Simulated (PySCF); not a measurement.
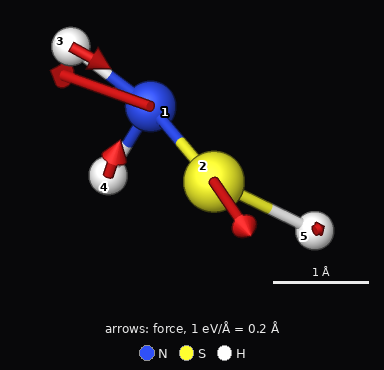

Starting geometry of NH$_{3}$S with the computed forces as red arrows. A ball-and-stick model, seen from a free direction.

The start comes from MMFF94s. Its atoms were then displaced at random by about 0.03 Å.

The calculation used PBE0-D3(BJ)/def2-SVP geometry optimisation, gas phase (PySCF 2.14.0, density-fitted response routines). 

### What follows when this structure is relaxed?

It isn't relaxed: the largest force vector, on N1, is 8.47 eV/Å. The final displacements have little in common with the starting forces (cosine between the two patterns 0.26). The largest move after the best rigid fit is that of H5, 0.39 Å. Largest moves by element: H 0.39 Å, S 0.30 Å, N 0.20 Å. Near-neighbour distances that change, for instance: N1–S2 1.565 → 1.714 Å, N1–H4 1.091 → 1.017 Å, N1–H3 1.081 → 1.017 Å, S2–H5 1.338 → 1.356 Å. Bond angles that change, for instance: H3–N1–H4 102.5° → 109.4°, S2–N1–H3 116.8° → 110.8°, S2–N1–H4 107.7° → 110.8°. Groups turn about N1–S2 by about 50°. The energy falls by 86.8 kJ/mol in 8 geometry steps. Cost: 3.1 s on 1 thread of Intel(R) Xeon(R) 6975P-C (shared host).
